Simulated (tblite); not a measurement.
# Geometry relaxation, with input and output: C$_{5}$H$_{10}$F$_{2}$OSi (part 1 of 4)

- system: C$_{5}$H$_{10}$F$_{2}$OSi
- method: GFN2-xTB geometry optimisation, gas phase (tblite 0.8.0)

It belongs to a series of runs on one base structure; here: H on Si replaced by OC2H5.

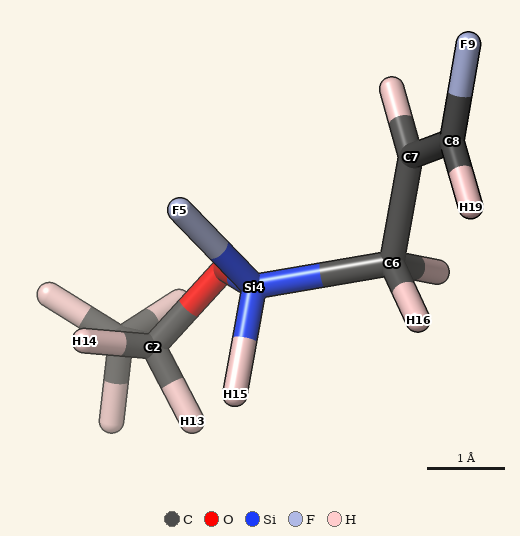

**Figure 1.** The input geometry (stick view, seen at a tilt; atoms are numbered from 1 in the order of the input).

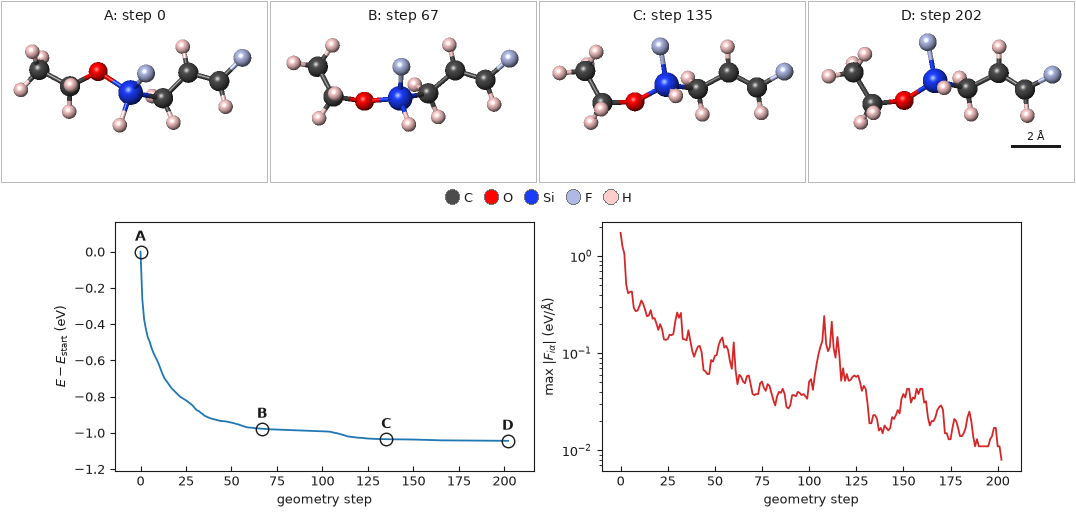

**Figure 2.** Frames of the relaxation (ball-and-stick view, seen at a tilt) above the curves, on which the letters mark them (steps are counted from 0).

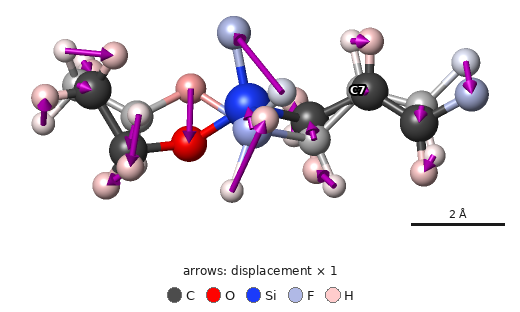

**Figure 3.** Start (faint) and end (solid) with the displacements as pink arrows, at true length (ball-and-stick view, seen at a tilt). The two geometries are laid on each other by the best rigid fit. The atom that moves furthest after the best rigid fit is F5 (2.22 Å). Largest moves by element: F 2.22 Å, H 1.90 Å, O 1.19 Å, C 0.77 Å, Si 0.52 Å. Among the contacts that change: O3–Si4 1.700 → 1.605 Å, Si4–F5 1.703 → 1.618 Å, C1–H11 1.129 → 1.087 Å, Si4–C6 1.855 → 1.897 Å. Among the angles that change: C2–O3–Si4 106.7° → 132.1°, C6–Si4–H15 106.2° → 116.2°, O3–Si4–C6 112.8° → 103.9°. Over 202 geometry steps the energy falls by 1.044 eV. The largest force component goes from 1.7 to 0.008 eV/Å. (Atoms are counted from 1 in the order of the input.)

These pictures come from the run below.

Input
```
{"job": {"kind": "relax", "xc": "GFN2-xTB", "basis": "xTB"}, "charge": 0, "multiplicity": 1}
C     -3.602600     0.040100     0.289900
C     -2.276200    -0.360200    -0.300100
O     -1.183900     0.019800     0.532900
Si     0.233300    -0.489300    -0.255300
F      0.723600    -2.004800     0.347400
C      1.622600     0.730400    -0.097500
C      2.521400     0.417500     1.046500
C      3.822700     0.170600     0.815900
F      4.641500    -0.127100     1.854700
H     -4.005200    -0.815200     0.853100
H     -4.246900     0.334700    -0.588900
H     -3.530000     0.912500     0.970900
H     -2.160900     0.172100    -1.258800
H     -2.272300    -1.457500    -0.446500
H     -0.047500    -0.605700    -1.690400
H      2.176700     0.763600    -1.047600
H      1.203400     1.738700     0.117100
H      2.157200     0.370600     2.087200
H      4.213500     0.198400    -0.207600
```

The first line tells a small driver script what to run in tblite; the rest is the geometry in Å.

Launched with:
```bash
OMP_NUM_THREADS=1 python <driver script> task.json out
```

Output
```
step      E/eV     max force
  0    -846.64347    2.539
  1    -846.90748    1.396
  2    -847.01756    1.551
  3    -847.07159    0.818
  4    -847.11548    0.425
  5    -847.13872    0.464
  6    -847.17284    0.506
  7    -847.19921    0.370
  8    -847.22075    0.327
  9    -847.24018    0.329
 10    -847.26311    0.340
 11    -847.28946    0.385
 12    -847.31637    0.360
 13    -847.33838    0.352
 14    -847.35388    0.285
 15    -847.36721    0.269
 16    -847.38196    0.291
 17    -847.39537    0.269
 18    -847.40634    0.243
 19    -847.41606    0.237
 20    -847.42613    0.238
 21    -847.43642    0.220
 22    -847.44507    0.183
 23    -847.45136    0.163
 24    -847.45705    0.176
 25    -847.46381    0.177
 26    -847.47107    0.211
 27    -847.47831    0.204
 28    -847.48632    0.199
 29    -847.49650    0.267
 30    -847.50835    0.267
 31    -847.51868    0.258
 32    -847.52244    0.268
 33    -847.53174    0.149
 34    -847.53808    0.144
 35    -847.54729    0.146
 36    -847.55254    0.184
 37    -847.55713    0.173
 38    -847.56091    0.134
 39    -847.56470    0.122
 40    -847.56735    0.110
 41    -847.57012    0.122
 42    -847.57306    0.133
 43    -847.57584    0.125
 44    -847.57746    0.082
 45    -847.57823    0.088
 46    -847.57901    0.077
 47    -847.58003    0.086
 48    -847.58268    0.112
 49    -847.58439    0.096
 50    -847.58663    0.121
 51    -847.58885    0.128
 52    -847.59176    0.140
 53    -847.59495    0.157
 54    -847.59751    0.180
 55    -847.60132    0.115
 56    -847.60471    0.123
 57    -847.60774    0.117
 58    -847.61144    0.092
 59    -847.61320    0.071
 60    -847.61399    0.144
 61    -847.61494    0.070
 62    -847.61583    0.056
 63    -847.61746    0.063
 64    -847.61825    0.062
 65    -847.61920    0.068
 66    -847.61999    0.056
 67    -847.62095    0.059
 68    -847.62189    0.063
 69    -847.62268    0.065
 70    -847.62318    0.048
 71    -847.62352    0.040
 72    -847.62389    0.038
 73    -847.62438    0.049
 74    -847.62483    0.050
 75    -847.62522    0.054
 76    -847.62560    0.049
 77    -847.62603    0.048
 78    -847.62646    0.057
 79    -847.62685    0.056
 80    -847.62720    0.046
 81    -847.62755    0.038
 82    -847.62787    0.039
 83    -847.62815    0.044
 84    -847.62845    0.047
 85    -847.62879    0.045
 86    -847.62915    0.046
 87    -847.62945    0.042
 88    -847.62969    0.034
 89    -847.62996    0.032
 90    -847.63036    0.031
 91    -847.63083    0.043
 92    -847.63122    0.047
 93    -847.63154    0.046
 94    -847.63193    0.054
 95    -847.63243    0.048
 96    -847.63299    0.046
 97    -847.63339    0.040
 98    -847.63366    0.040
 99    -847.63399    0.036
100    -847.63444    0.052
101    -847.63490    0.054
102    -847.63534    0.049
103    -847.63589    0.069
104    -847.63691    0.090
105    -847.63879    0.110
106    -847.64165    0.120
107    -847.64393    0.146
108    -847.64464    0.272
109    -847.64862    0.153
110    -847.65053    0.108
111    -847.65410    0.140
112    -847.65628    0.245
113    -847.66009    0.141
114    -847.66300    0.129
115    -847.66438    0.170
116    -847.66586    0.113
117    -847.66737    0.055
118    -847.66839    0.083
119    -847.66929    0.056
120    -847.66993    0.070
121    -847.67095    0.076
122    -847.67160    0.078
123    -847.67276    0.075
124    -847.67372    0.065
125    -847.67456    0.060
126    -847.67515    0.066
127    -847.67571    0.054
128    -847.67625    0.042
129    -847.67678    0.069
130    -847.67707    0.047
131    -847.67735    0.036
132    -847.67775    0.023
133    -847.67788    0.022
134    -847.67802    0.028
135    -847.67816    0.024
136    -847.67835    0.023
137    -847.67848    0.021
138    -847.67856    0.018
139    -847.67862    0.020
140    -847.67871    0.021
141    -847.67883    0.018
142    -847.67895    0.019
143    -847.67904    0.020
144    -847.67911    0.024
145    -847.67922    0.023
146    -847.67935    0.029
147    -847.67950    0.036
148    -847.67966    0.032
149    -847.67983    0.035
150    -847.68007    0.039
151    -847.68040    0.037
152    -847.68076    0.044
153    -847.68110    0.049
154    -847.68144    0.041
155    -847.68185    0.043
156    -847.68229    0.044
157    -847.68271    0.059
158    -847.68303    0.044
159    -847.68332    0.048
160    -847.68359    0.045
161    -847.68386    0.032
162    -847.68408    0.035
163    -847.68426    0.027
164    -847.68438    0.021
165    -847.68448    0.021
166    -847.68456    0.020
167    -847.68467    0.024
168    -847.68481    0.032
169    -847.68498    0.031
170    -847.68512    0.031
171    -847.68524    0.029
172    -847.68536    0.021
173    -847.68547    0.020
174    -847.68554    0.014
175    -847.68558    0.014
176    -847.68562    0.018
177    -847.68568    0.022
178    -847.68574    0.021
179    -847.68580    0.017
180    -847.68585    0.015
181    -847.68591    0.016
182    -847.68598    0.019
183    -847.68605    0.018
184    -847.68614    0.024
185    -847.68624    0.026
186    -847.68636    0.021
187    -847.68644    0.016
188    -847.68649    0.013
189    -847.68652    0.014
190    -847.68657    0.012
191    -847.68661    0.013
192    -847.68665    0.016
193    -847.68669    0.017
194    -847.68674    0.014
195    -847.68680    0.014
196    -847.68686    0.016
197    -847.68692    0.018
198    -847.68698    0.020
199    -847.68706    0.019
200    -847.68714    0.015
201    -847.68719    0.011
202    -847.68721    0.009
```

Trajectory as extended XYZ (Å, eV, eV/Å), 43 of the 203 frames kept, from step=0 to step=202
```
19
Properties=species:S:1:pos:R:3:forces:R:3 step=0 energy=-846.64347
C    -3.6026    0.0401    0.2899   -0.9640   0.4720  -0.0950
C    -2.2762   -0.3602   -0.3001   -0.1760   0.1780   0.0610
O    -1.1839    0.0198    0.5329    1.6710  -1.1330  -1.5390
Si    0.2333   -0.4893   -0.2553   -0.9920  -1.1690   1.2240
F     0.7236   -2.0048    0.3474   -0.7020   1.7350  -0.7450
C     1.6226    0.7304   -0.0975    0.1660   1.1100   0.7100
C     2.5214    0.4175    1.0465    1.5560  -0.3650   0.0990
C     3.8227    0.1706    0.8159   -1.5420   0.2260   0.3250
F     4.6415   -0.1271    1.8547    0.0650   0.0820  -0.7390
H    -4.0052   -0.8152    0.8531   -0.1940   0.5810  -0.2520
H    -4.2469    0.3347   -0.5889    0.2510  -0.4800   1.2260
H    -3.5300    0.9125    0.9709    0.1070  -0.5550  -0.4930
H    -2.1609    0.1721   -1.2588    0.0020  -0.4080   0.1300
H    -2.2723   -1.4575   -0.4465    0.1090   0.5100  -0.1930
H    -0.0475   -0.6057   -1.6904    0.1040  -0.3430   0.2350
H     2.1767    0.7636   -1.0476   -0.0870   0.1010   0.5050
H     1.2034    1.7387    0.1171    0.1890  -0.4790  -0.3800
H     2.1572    0.3706    2.0872    0.0300   0.1070  -0.8850
H     4.2135    0.1984   -0.2076    0.4090  -0.1690   0.8060
19
Properties=species:S:1:pos:R:3:forces:R:3 step=5 energy=-847.13872
C    -3.6124    0.0471    0.3018   -0.2210   0.0970   0.0090
C    -2.2914   -0.3550   -0.3053   -0.0130  -0.0970  -0.1510
O    -1.1386   -0.0463    0.4565    0.1230   0.0240  -0.0070
Si    0.2468   -0.4958   -0.2513   -0.3160  -0.1440   0.1600
F     0.6838   -1.9356    0.3166    0.0020  -0.0230  -0.0050
C     1.6166    0.7517   -0.0582    0.1280   0.4280   0.0430
C     2.5387    0.4231    1.0449   -0.0850   0.0430   0.2540
C     3.8054    0.1684    0.8233    0.3120  -0.0540  -0.0330
F     4.6681   -0.1303    1.8093    0.0990  -0.0610   0.0360
H    -4.0430   -0.7802    0.8515   -0.0870   0.0240   0.1850
H    -4.2733    0.3090   -0.5235   -0.1300  -0.0260   0.1890
H    -3.5186    0.9042    0.9561    0.1100   0.0860   0.0530
H    -2.1682    0.1437   -1.2652   -0.1240   0.0330  -0.2060
H    -2.2781   -1.4280   -0.4733   -0.1580  -0.2390  -0.2000
H    -0.0255   -0.6503   -1.6607    0.1370  -0.2750  -0.3480
H     2.1680    0.7759   -0.9936    0.1320   0.0900  -0.0560
H     1.2022    1.7449    0.0989   -0.0470   0.0940   0.0460
H     2.1473    0.3799    2.0473   -0.0630   0.0390   0.0640
H     4.2625    0.1829   -0.1523    0.2040  -0.0390  -0.0330
19
Properties=species:S:1:pos:R:3:forces:R:3 step=10 energy=-847.26311
C    -3.6360    0.0525    0.3265    0.1050  -0.0640  -0.0260
C    -2.3406   -0.3838   -0.3528   -0.0700   0.0070  -0.0540
O    -1.1657   -0.0735    0.3953   -0.0320  -0.1270  -0.3050
Si    0.2477   -0.4939   -0.2789    0.1680   0.1580  -0.2290
F     0.6743   -1.9297    0.3130    0.0590   0.0280   0.0700
C     1.6305    0.8074   -0.0353   -0.0550  -0.2000  -0.0570
C     2.5718    0.4506    1.0702   -0.1310   0.0350  -0.1740
C     3.8421    0.1651    0.8364   -0.0590   0.0380   0.0620
F     4.7150   -0.1622    1.8106   -0.1400  -0.0210   0.0790
H    -4.0741   -0.7413    0.9246    0.1740  -0.0080   0.1270
H    -4.3551    0.3051   -0.4459   -0.0610   0.0870  -0.0120
H    -3.4717    0.9215    0.9579    0.0710  -0.0240  -0.0650
H    -2.2284    0.1291   -1.3167   -0.2180  -0.0470   0.0640
H    -2.3453   -1.4637   -0.5526   -0.1290   0.1500   0.0470
H     0.0555   -0.7733   -1.7151    0.1560   0.0290   0.2860
H     2.2024    0.8332   -0.9683   -0.1110   0.1430   0.1170
H     1.1890    1.8013    0.1188    0.1850  -0.2730   0.0830
H     2.1374    0.3988    2.0624    0.2820   0.0320  -0.0940
H     4.3414    0.1659   -0.1273   -0.1940   0.0580   0.0800
19
Properties=species:S:1:pos:R:3:forces:R:3 step=14 energy=-847.35388
C    -3.6526    0.0512    0.3447    0.1110   0.0890   0.0820
C    -2.4121   -0.4089   -0.4090    0.1320   0.0580  -0.0770
O    -1.1943   -0.1128    0.2675    0.1400   0.0150  -0.0120
Si    0.2659   -0.4942   -0.3270    0.0440  -0.0610   0.0790
F     0.6902   -1.9070    0.3300    0.0600   0.0950   0.1260
C     1.6425    0.8131   -0.0316   -0.0270   0.0310   0.0380
C     2.5913    0.4704    1.0643   -0.0680  -0.2190   0.0660
C     3.8596    0.1729    0.8597   -0.0230  -0.0810  -0.1090
F     4.7010   -0.1935    1.8469   -0.1120   0.1010   0.0280
H    -4.0316   -0.7062    1.0257    0.0490  -0.0470  -0.0830
H    -4.4278    0.3257   -0.3729    0.0740  -0.1390   0.1670
H    -3.4061    0.9250    0.9361    0.0330   0.1670   0.0150
H    -2.3509    0.1159   -1.3610   -0.1500   0.0320  -0.2400
H    -2.4477   -1.4803   -0.6133   -0.0640  -0.0640   0.0150
H     0.1734   -0.8748   -1.7278    0.0630   0.0840  -0.1170
H     2.2192    0.9246   -0.9502   -0.0750  -0.0960  -0.0700
H     1.2160    1.7936    0.1726   -0.1730   0.0110   0.0900
H     2.2037    0.4246    2.0678   -0.0970   0.0230   0.1000
H     4.3502    0.1700   -0.0997    0.0820   0.0000  -0.1000
19
Properties=species:S:1:pos:R:3:forces:R:3 step=19 energy=-847.41606
C    -3.6175    0.0707    0.3767   -0.0230   0.0030  -0.0310
C    -2.4393   -0.4077   -0.4679   -0.0190   0.0090   0.0330
O    -1.1928   -0.1298    0.1557    0.0000   0.0680  -0.1290
Si    0.2916   -0.5132   -0.3578   -0.0530   0.0060  -0.1200
F     0.7277   -1.8693    0.3937    0.0100  -0.0120   0.0820
C     1.6339    0.8171   -0.0177   -0.1570  -0.0440  -0.0070
C     2.5820    0.4345    1.0660   -0.0740   0.2020  -0.0570
C     3.8518    0.1534    0.8500   -0.0130   0.0010   0.0550
F     4.6603   -0.1817    1.8760    0.1280   0.0000  -0.0690
H    -3.9615   -0.6902    1.0713    0.2030   0.0260   0.1190
H    -4.4506    0.3023   -0.2798   -0.0390   0.0430  -0.0490
H    -3.3510    0.9703    0.9242    0.0460  -0.0350   0.0060
H    -2.4682    0.1037   -1.4390    0.1320  -0.0450   0.0750
H    -2.5271   -1.4853   -0.6452    0.0810   0.0570  -0.0290
H     0.2792   -0.9086   -1.7628    0.0550   0.0220   0.0220
H     2.1975    0.9583   -0.9462   -0.0970   0.0060   0.1560
H     1.1828    1.7777    0.2397   -0.0500  -0.0810  -0.0250
H     2.2223    0.4386    2.0873   -0.0840  -0.1310  -0.1350
H     4.3689    0.1685   -0.1010   -0.0440  -0.0960   0.1020
19
Properties=species:S:1:pos:R:3:forces:R:3 step=24 energy=-847.45705
C    -3.5891    0.0869    0.3954    0.1000  -0.0400  -0.0010
C    -2.4604   -0.4022   -0.5111    0.0030  -0.0110  -0.0460
O    -1.1875   -0.1157    0.0372   -0.0360   0.0510   0.0820
Si    0.3018   -0.5406   -0.3972    0.0270   0.0110   0.0610
F     0.7496   -1.8300    0.4614   -0.1220  -0.0520  -0.0630
C     1.5899    0.8102   -0.0020    0.1260   0.0490   0.0170
C     2.5641    0.4425    1.0606    0.0410  -0.1370   0.0570
C     3.8338    0.1447    0.8554   -0.0290   0.0670   0.0060
F     4.6581   -0.1688    1.8783   -0.0580  -0.0120   0.0120
H    -3.8374   -0.6647    1.1413    0.0440   0.0660   0.0090
H    -4.4722    0.2905   -0.2080    0.0510  -0.0350   0.0840
H    -3.2934    0.9980    0.9098    0.0200  -0.0040  -0.0830
H    -2.5232    0.0891   -1.4878    0.0180   0.0600   0.0020
H    -2.5618   -1.4797   -0.6762    0.0790  -0.0060   0.0100
H     0.3811   -0.9342   -1.7948    0.0210  -0.1190  -0.0060
H     2.1510    0.9901   -0.9152    0.0130   0.1130  -0.1340
H     1.1202    1.7486    0.2850   -0.1280   0.0170  -0.0160
H     2.1971    0.4090    2.0732   -0.0830  -0.0190   0.0910
H     4.3684    0.1355   -0.0822   -0.0880   0.0010  -0.0830
```
